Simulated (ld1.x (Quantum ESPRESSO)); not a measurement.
Pseudopotential generation: Ni (part 2 of 2)

Continued. System: nickel (Ni, Z = 28), core [Ar], reference valence 3d8 4s2 4p0, valence charge 10. Method: RRKJ potential, LDA (PZ), fully relativistic, made with ld1.x (Quantum ESPRESSO) 7.5.

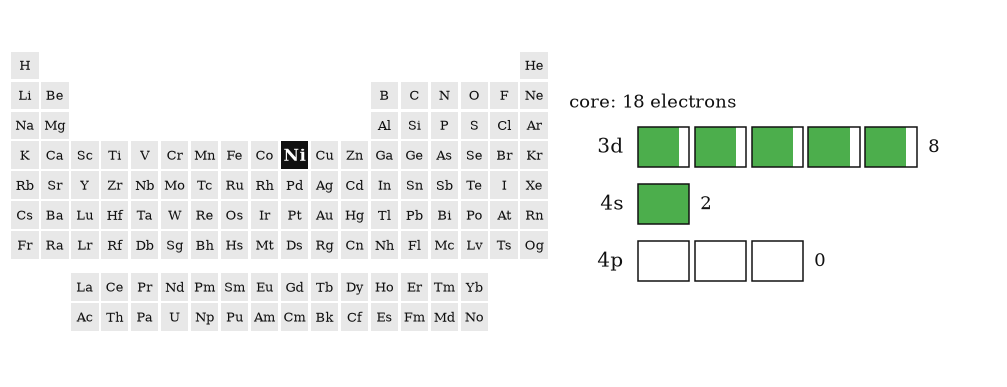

Left, the place of nickel in the periodic table; right, the valence shells of the reference configuration: a box for each of the 2l + 1 orbitals, shaded by the share of the shell that is filled, with the electron count at the right.

**Output of the test run (extracts), continued**
```
     ---------------------- Testing the pseudopotential ----------------------

     Ni
     dirac relativistic calculation

     atomic number is 28.00   valence charge is 10.00
     dft =PZ   lsd =0 sic =0 latt =0  beta=0.20 tr2=1.0E-14
     mesh =1195 r(mesh) =  98.77016 xmin = -7.00 dx = 0.01250

     n l  j  nl             e AE (Ry)       e PS (Ry)    De AE-PS (Ry)
     3 2 1.5 3D   1( 2.80)       -1.22042       -1.30242        0.08201  !
     3 2 2.5 3D   1( 4.20)       -1.20099       -1.28235        0.08136  !
     1 0 0.5 4S   1( 2.00)       -0.60781       -0.60686       -0.00094
     2 1 0.5 4P   1( 0.33)       -0.20721       -0.20412       -0.00309
     2 1 1.5 4P   1( 0.67)       -0.20040       -0.19728       -0.00312

     eps = 4.2E-15  iter = 29

     Etot =   -3035.412541 Ry,   -1517.706271 Ha,  -41298.891536 eV
     Etotps =   -99.384933 Ry,     -49.692466 Ha,   -1352.200896 eV
     dEtot_ae =       0.783094 Ry
     dEtot_ps =       0.820386 Ry,   Delta E=      -0.037292 Ry

     Ekin =     123.887527 Ry,      61.943764 Ha,    1685.575679 eV
     Encl =    -110.299511 Ry,     -55.149756 Ha,   -1500.701301 eV
     Ehrt =      68.698064 Ry,      34.349032 Ha,     934.684783 eV
     Ecxc =     -40.157845 Ry,     -20.078922 Ha,    -546.375315 eV
     (Ecc =     -21.960124 Ry,     -10.980062 Ha,    -298.782702 eV)
     Epseu=    -141.513168 Ry,     -70.756584 Ha,   -1925.384742 eV

     ---------------------- End of pseudopotential test ----------------------

     ---------------------- Testing the pseudopotential ----------------------

     Ni
     dirac relativistic calculation

     atomic number is 28.00   valence charge is 10.00
     dft =PZ   lsd =0 sic =0 latt =0  beta=0.20 tr2=1.0E-14
     mesh =1195 r(mesh) =  98.77016 xmin = -7.00 dx = 0.01250

     n l  j  nl             e AE (Ry)       e PS (Ry)    De AE-PS (Ry)
     3 2 1.5 3D   1( 2.40)       -5.06772       -5.27898        0.21126  !
     3 2 2.5 3D   1( 3.60)       -5.04565       -5.25564        0.20999  !
     1 0 0.5 4S   1( 0.00)       -3.43029       -3.46191        0.03162  !
     2 1 0.5 4P   1( 0.00)       -2.75631       -2.74198       -0.01433  !
     2 1 1.5 4P   1( 0.00)       -2.73242       -2.71994       -0.01249  !

     eps = 7.5E-17  iter =  9

     Etot =   -3027.160890 Ry,   -1513.580445 Ha,  -41186.622100 eV
     Etotps =   -90.996435 Ry,     -45.498217 Ha,   -1238.069566 eV
     dEtot_ae =       9.034746 Ry
     dEtot_ps =       9.208884 Ry,   Delta E=      -0.174138 Ry

     Ekin =     114.207575 Ry,      57.103787 Ha,    1553.873216 eV
     Encl =     -75.236724 Ry,     -37.618362 Ha,   -1023.647778 eV
     Ehrt =      38.499837 Ry,      19.249919 Ha,     523.816972 eV
     Ecxc =     -36.834163 Ry,     -18.417082 Ha,    -501.154319 eV
     (Ecc =     -21.960124 Ry,     -10.980062 Ha,    -298.782702 eV)
     Epseu=    -131.632960 Ry,     -65.816480 Ha,   -1790.957658 eV

     ---------------------- End of pseudopotential test ----------------------

     ---------------------- Testing the pseudopotential ----------------------

     Ni
     dirac relativistic calculation

     atomic number is 28.00   valence charge is 10.00
     dft =PZ   lsd =0 sic =0 latt =0  beta=0.20 tr2=1.0E-14
     mesh =1195 r(mesh) =  98.77016 xmin = -7.00 dx = 0.01250

     n l  j  nl             e AE (Ry)       e PS (Ry)    De AE-PS (Ry)
     3 2 1.5 3D   1( 3.40)       -0.51402       -0.49486       -0.01916  !
     3 2 2.5 3D   1( 5.10)       -0.49713       -0.47822       -0.01891  !
     1 0 0.5 4S   1( 1.50)       -0.38768       -0.39125        0.00357
     2 1 0.5 4P   1( 0.00)       -0.08179       -0.08368        0.00189
     2 1 1.5 4P   1( 0.00)       -0.07831       -0.08017        0.00186

     eps = 8.2E-15  iter = 14

     Etot =   -3036.283928 Ry,   -1518.141964 Ha,  -41310.747355 eV
     Etotps =  -100.287485 Ry,     -50.143743 Ha,   -1364.480751 eV
     dEtot_ae =      -0.088292 Ry
     dEtot_ps =      -0.082167 Ry,   Delta E=      -0.006126 Ry

     Ekin =     133.680725 Ry,      66.840363 Ha,    1818.818924 eV
     Encl =    -114.457789 Ry,     -57.228895 Ha,   -1557.277554 eV
     Ehrt =      75.481334 Ry,      37.740667 Ha,    1026.975870 eV
     Ecxc =     -41.462019 Ry,     -20.731010 Ha,    -564.119509 eV
     (Ecc =     -21.960124 Ry,     -10.980062 Ha,    -298.782702 eV)
     Epseu=    -153.529737 Ry,     -76.764868 Ha,   -2088.878482 eV

     ---------------------- End of pseudopotential test ----------------------

     ---------------------- Testing the pseudopotential ----------------------

     Ni
     dirac relativistic calculation

     atomic number is 28.00   valence charge is 10.00
     dft =PZ   lsd =0 sic =0 latt =0  beta=0.20 tr2=1.0E-14
     mesh =1195 r(mesh) =  98.77016 xmin = -7.00 dx = 0.01250

     n l  j  nl             e AE (Ry)       e PS (Ry)    De AE-PS (Ry)
     3 2 1.5 3D   1( 3.20)       -0.94139       -0.94074       -0.00065
     3 2 2.5 3D   1( 4.80)       -0.92350       -0.92289       -0.00061
     1 0 0.5 4S   1( 0.00)       -0.59434       -0.59555        0.00121
     2 1 0.5 4P   1( 0.67)       -0.22040       -0.22057        0.00017
     2 1 1.5 4P   1( 1.33)       -0.21445       -0.21461        0.00015

     eps = 3.6E-15  iter = 21

     Etot =   -3035.484446 Ry,   -1517.742223 Ha,  -41299.869857 eV
     Etotps =   -99.493165 Ry,     -49.746583 Ha,   -1353.673476 eV
     dEtot_ae =       0.711189 Ry
     dEtot_ps =       0.712154 Ry,   Delta E=      -0.000964 Ry

     Ekin =     132.560685 Ry,      66.280343 Ha,    1803.580001 eV
     Encl =    -110.680160 Ry,     -55.340080 Ha,   -1505.880293 eV
     Ehrt =      71.422060 Ry,      35.711030 Ha,     971.746632 eV
     Ecxc =     -40.929743 Ry,     -20.464871 Ha,    -556.877517 eV
     (Ecc =     -21.960124 Ry,     -10.980062 Ha,    -298.782702 eV)
     Epseu=    -151.866008 Ry,     -75.933004 Ha,   -2066.242299 eV

     ---------------------- End of pseudopotential test ----------------------
```

**Key numbers**

- outcome: generated
- cutoffs needed: 230 Ry and 300 Ry (the cutoffs, on a coarse ladder, from which the occupation-weighted sum of valence levels, in a spherical-Bessel basis at the reference potential, stays within 10 and 1 mRy of its value at 400 Ry); ghost states and empty shells don't enter this sum
- ghost test: no ghost state below the valence levels in the p1/2, p3/2, d3/2, d5/2, f5/2, f7/2, s channels (spherical-Bessel basis up to 400 Ry, 20 bohr box)
- largest excitation error: -2369 meV (all-electron minus pseudo) for 3d6 4s0 4p0, out of 7 test configurations
- range over which the phases arctan(r u′/u) at the test radius agree within 0.05 rad (a looser test near the poles than one of phase shifts): s: up to about 2.7 Ry; p1/2: over the whole range computed; p3/2: up to about 4.6 Ry; d3/2: up to about 0.5 Ry; d5/2: up to about 0.5 Ry; f5/2: over the whole range computed; f7/2: over the whole range computed
- hardware: 1 CPU thread, shared host
- wall time: 2.9 s

**Remarks**

An excitation error of 2369 meV in its own tests makes this a poorly transferable potential.
